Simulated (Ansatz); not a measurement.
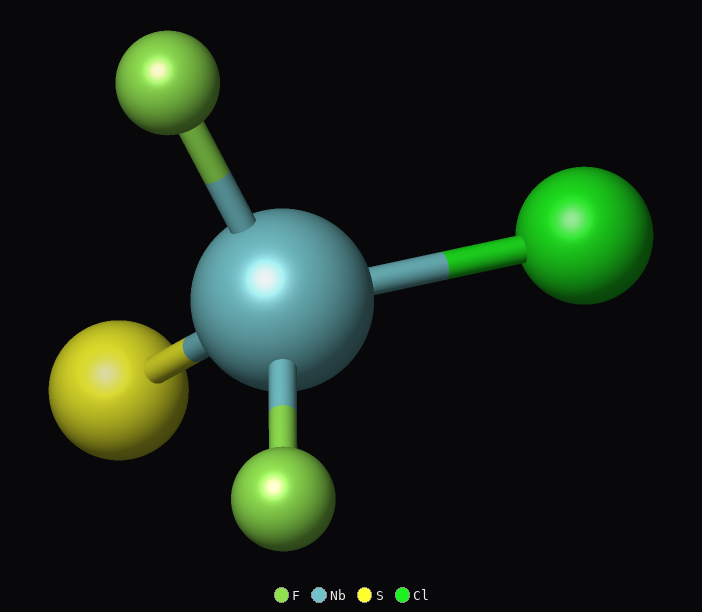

A molecule with one transition-metal atom. The species is neutral and a spin singlet. The geometry was computed by an optimisation with PBE-D4/def2-SVP. No frequency run is at hand to confirm it as a minimum.

**What is the coordination number of the metal, and which atoms bind to it?**

Nb binds 4 atoms: 2 F at 1.86 Å, 1 S at 2.15 Å, 1 Cl at 2.29 Å. The arrangement is tetrahedral.

**Give the formal oxidation state and the d-electron count.**

Nb(V), d⁰, counting the ligands as closed-shell ions or neutral donors.
